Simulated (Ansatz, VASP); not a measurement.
# BAs in two plane-wave programs

Aim: how closely do two programs agree when they are given the same cell, functional and k mesh? Other levels of theory on this material are compared in a session of their own. Valence electrons are named where the data sets of a main pair hold unlike numbers.

Program: Ansatz 0.2.0. Level of theory: plane waves, with VASP 6.6.1 beside it; band structure at PBE, spin-orbit coupling. Results are calculated unless marked as measured.

## 1. Set-up

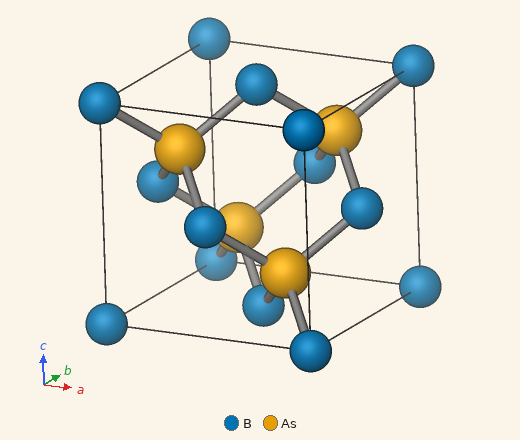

Start, viewed slightly off an axis; boron blue, arsenic orange. This picture shows the conventional cell, with its axes. Bonds to atoms that aren't drawn are left out. Some periodic images of atoms are drawn too.

## 2. VASP: band structure, PBE, spin-orbit coupling

The same path points are solved in both programs, so levels can be compared one by one.

Lines of VASP's logs that name or quote its potential files are left out, and so is its time.

The input, INCAR:

```
SYSTEM = BAs
PREC = Accurate
ENCUT = 420
EDIFF = 1E-06
NELM = 100
ISMEAR = 0
SIGMA = 0.02
LREAL = .FALSE.
ALGO = Normal
GGA = PE
LNONCOLLINEAR = .TRUE.
MAGMOM = 0 0 0 0 0 0
NBANDS = 20
GGA_COMPAT = .FALSE.
LASPH = .TRUE.
LSORBIT = .TRUE.
LORBIT = 11
LWAVE = .FALSE.
LCHARG = .FALSE.
KPAR = 4
```

The input, POSCAR:

```
BAs
1.0
    0.0000000000      2.3885000000      2.3885000000
    2.3885000000      0.0000000000      2.3885000000
    2.3885000000      2.3885000000      0.0000000000
B As
1 1
Direct
    0.0000000000      0.0000000000      0.0000000000
    0.2500000000      0.2500000000      0.2500000000
```

The input, KPOINTS:

```
Automatic mesh
0
Gamma
6 6 6
0 0 0
```

The input, KPOINTS_OPT:

```
Line mode
16
Line-mode
Reciprocal
  0.00000000   0.00000000   0.00000000 GAMMA
  0.50000000   0.00000000   0.50000000 X

  0.50000000   0.00000000   0.50000000 X
  0.50000000   0.25000000   0.75000000 W

  0.50000000   0.25000000   0.75000000 W
  0.37500000   0.37500000   0.75000000 K

  0.37500000   0.37500000   0.75000000 K
  0.00000000   0.00000000   0.00000000 GAMMA

  0.00000000   0.00000000   0.00000000 GAMMA
  0.50000000   0.50000000   0.50000000 L

  0.50000000   0.50000000   0.50000000 L
  0.62500000   0.25000000   0.62500000 U

  0.62500000   0.25000000   0.62500000 U
  0.50000000   0.25000000   0.75000000 W

  0.50000000   0.25000000   0.75000000 W
  0.50000000   0.50000000   0.50000000 L

  0.50000000   0.50000000   0.50000000 L
  0.37500000   0.37500000   0.75000000 K

  0.62500000   0.25000000   0.62500000 U
  0.50000000   0.00000000   0.50000000 X
```

The projector-augmented-wave data sets are B and As (PBE family, release 64).

The run is started by

```bash
mpirun -np 4 vasp_ncl
```

Numbers of over 12 decimals in the logs are rounded to 6 here.

Log:

```text
[banner, memory and clock lines left out]
running    4 mpi-ranks, on    1 nodes
 distrk:  each k-point on    1 cores,    4 groups
 distr:  one band on    1 cores,    1 groups

 POSCAR found type information on POSCAR B As
 POSCAR found :  2 types and       2 ions
 LDA part: xc-table for (Slater+PW92), standard interpolation
 POSCAR, INCAR and KPOINTS ok, starting setup
 FFT: planning ... GRIDC
 FFT: planning ... GRID_SOFT
 FFT: planning ... GRID
 WAVECAR not read
 entering main loop
       N       E                     dE             d eps       ncg     rms          rms(c)
DAV:   1     0.151953788024E+02    0.15195E+02   -0.28046E+03   880   0.590E+02
DAV:   2    -0.108858426364E+02   -0.26081E+02   -0.23706E+02  1196   0.121E+02
DAV:   3    -0.120367837627E+02   -0.11509E+01   -0.11391E+01  1056   0.223E+01
DAV:   4    -0.120410916894E+02   -0.43079E-02   -0.43068E-02  1068   0.158E+00
DAV:   5    -0.120411015030E+02   -0.98136E-05   -0.98134E-05  1028   0.796E-02    0.494E+00
DAV:   6    -0.114615407409E+02    0.57956E+00   -0.39960E-01   968   0.560E+00    0.239E+00
DAV:   7    -0.114044686950E+02    0.57072E-01   -0.14338E-01  1076   0.267E+00    0.992E-01
DAV:   8    -0.113975114770E+02    0.69572E-02   -0.16348E-02  1000   0.951E-01    0.115E-01
DAV:   9    -0.113974588677E+02    0.52609E-04   -0.91393E-04  1012   0.256E-01    0.611E-02
DAV:  10    -0.113976222164E+02   -0.16335E-03   -0.20095E-04  1004   0.961E-02    0.409E-02
DAV:  11    -0.113976477138E+02   -0.25497E-04   -0.19019E-05  1060   0.346E-02    0.140E-02
DAV:  12    -0.113976483700E+02   -0.65621E-06   -0.85485E-07   992   0.730E-03
   1 F= -.11397648E+02 E0= -.11397648E+02  d E =-.128418E-30  mag=    -0.0000    -0.0000    -0.0000
 Start KPOINTS_OPT (optional k-point list driver)
k-point batch [1-22\160]
       N       E                     dE             ncg
DAV:   1     0.611423046802E+03   -0.32856E+04      880
DAV:   2     0.392302956586E+02   -0.57219E+03     1212
DAV:   3     0.168376276401E+02   -0.22393E+02     1092
DAV:   4     0.167614628857E+02   -0.76165E-01     1068
DAV:   5     0.167612890564E+02   -0.17383E-03     1076
DAV:   6     0.167612884076E+02   -0.64881E-06      948
[...]
k-point batch [155-160\160]
       N       E                     dE             ncg
DAV:   1     0.480856200776E+04   -0.16545E+04      240
DAV:   2     0.466251259634E+04   -0.14605E+03      328
DAV:   3     0.465732540453E+04   -0.51872E+01      308
DAV:   4     0.465730848492E+04   -0.16920E-01      308
DAV:   5     0.465730844916E+04   -0.35763E-04      312
DAV:   6     0.465730844904E+04   -0.11688E-06      264
```

Parts of OUTCAR (step 2):

```text
ion  position               nearest neighbor table
   1  0.000  0.000  0.000-   2 2.07   2 2.07   2 2.07   2 2.07
   2  0.250  0.250  0.250-   1 2.07   1 2.07   1 2.07   1 2.07

  LATTYP: Found a face centered cubic cell.
 ALAT       =     4.7770000000

 Subroutine GETGRP returns: Found 24 space group operations
 (whereof 24 operations were pure point group operations)

The static configuration has the point symmetry T_d .

 Found     22 irreducible k-points:

   k-points           NKPTS =     22   k-points in BZ     NKDIM =     22   number of bands    NBANDS=     20

   dimension x,y,z NGX =    24 NGY =   24 NGZ =   24
   dimension x,y,z NGXF=    48 NGYF=   48 NGZF=   48

   ENCUT  =  420.0 eV  30.87 Ry    5.56 a.u.   5.64  5.64  5.64*2*pi/ulx,y,z

   NELECT =       8.0000    total number of electrons

 k-points in reciprocal lattice and weights: Automatic mesh
   0.00000000  0.00000000  0.00000000       0.005
   0.16666667  0.00000000  0.00000000       0.019
  -0.16666667  0.00000000  0.00000000       0.019
   0.33333333  0.00000000  0.00000000       0.019
  -0.33333333  0.00000000  0.00000000       0.019
   0.50000000  0.00000000  0.00000000       0.019
   0.16666667  0.16666667  0.00000000       0.028
   0.33333333  0.16666667  0.00000000       0.056
  -0.33333333 -0.16666667  0.00000000       0.056
[...]
-0.33333333  0.33333333  0.16666667       0.111
  -0.33333333  0.50000000  0.16666667       0.056

 average (electrostatic) potential at core
       1 -26.7746       2 -48.7582

 E-fermi :   6.3537

 k-point     1 :       0.0000    0.0000    0.0000
  band No.  band energies     occupation
    ...
      4       5.9920      1.00000
      5       6.1963      1.00000
      6       6.1963      1.00000
      7       6.1963      1.00000
      8       6.1963      1.00000
      9       9.2671      0.00000
     10       9.2671      0.00000
     11       9.4791      0.00000
     12       9.4791      0.00000
     13       9.4791      0.00000
    ...

 k-point     2 :       0.1667    0.0000    0.0000
  band No.  band energies     occupation
    ...
      4       3.1679      1.00000
      5       5.3816      1.00000
      6       5.3816      1.00000
      7       5.5153      1.00000
      8       5.5173      1.00000
      9       9.4291      0.00000
     10       9.4291      0.00000
     11      10.2273      0.00000
     12      10.2273      0.00000
     13      10.3600      0.00000
    ...

 k-point     3 :      -0.1667    0.0000    0.0000
  band No.  band energies     occupation
    ...
      4       3.1679      1.00000
      5       5.3816      1.00000
      6       5.3816      1.00000
      7       5.5153      1.00000
      8       5.5173      1.00000
      9       9.4291      0.00000
     10       9.4291      0.00000
     11      10.2273      0.00000
     12      10.2273      0.00000
     13      10.3600      0.00000
    ...

  Total        0.5959436      0.5959436      0.5959436      0.0000000      0.0000000      0.0000000
  in kB       35.0356359     35.0356359     35.0356359      0.0000000      0.0000000      0.0000000
  external PRESSURE =      35.0356359 kB  Pullay stress =       0.0000000 kB

  energy-cutoff  :      420.00
  volume of cell :       27.25
      direct lattice vectors                 reciprocal lattice vectors
     0.000000000  2.388500000  2.388500000    -0.209336404  0.209336404  0.209336404
     2.388500000  0.000000000  2.388500000     0.209336404 -0.209336404  0.209336404
     2.388500000  2.388500000  0.000000000     0.209336404  0.209336404 -0.209336404

 POSITION                                       TOTAL-FORCE (eV/Angst)
 -----------------------------------------------------------------------------------
      0.00000      0.00000      0.00000         0.000000      0.000000      0.000000
      1.19425      1.19425      1.19425        -0.000000     -0.000000     -0.000000
 -----------------------------------------------------------------------------------
    total drift:                                0.000000      0.000000      0.000000

  FREE ENERGIE OF THE ION-ELECTRON SYSTEM (eV)
  ---------------------------------------------------
  free  energy   TOTEN  =       -11.3976483700 eV

  energy  without entropy=      -11.3976483700  energy(sigma->0) =      -11.39764837

 Spin-Orbit-Coupling matrix elements
 Ion:    1  E_soc:     -0.0000082
 Ion:    2  E_soc:     -0.0212729

 total charge
# of ion       s       p       d       tot
------------------------------------------
    1        0.657   1.183   0.000   1.840
    2        1.171   1.666   0.088   2.926
--------------------------------------------------
tot          1.828   2.849   0.088   4.766

 magnetization (x)
# of ion       s       p       d       tot
------------------------------------------
    1       -0.000   0.000   0.000   0.000
    2        0.000  -0.000   0.000  -0.000
--------------------------------------------------
tot         -0.000   0.000   0.000   0.000

 magnetization (y)
# of ion       s       p       d       tot
------------------------------------------
    1        0.000  -0.000   0.000  -0.000
    2        0.000   0.000   0.000   0.000
--------------------------------------------------
tot          0.000  -0.000   0.000  -0.000

 magnetization (z)
# of ion       s       p       d       tot
------------------------------------------
    1        0.000  -0.000   0.000  -0.000
    2        0.000  -0.000   0.000  -0.000
--------------------------------------------------
tot          0.000  -0.000   0.000  -0.000

[... 3 further parts left out ...]
```

At this level the cell is under a pressure of 3.5 GPa, so at these settings it is away from equilibrium.

(Part 1 of 2 ends here.)

[Lines on the potential files, build, host, timing and source positions are cut from VASP's logs without a mark.]

[Logs are printed without paths, hosts, clocks, repeated set-up lines and the standing remarks that a program may print on its own settings, such as how far it seeks lower states.]

[Hosts, paths, dates, database ids (printed as entryN), source tags and the programs' standing remarks are cut or masked in the printed files.]
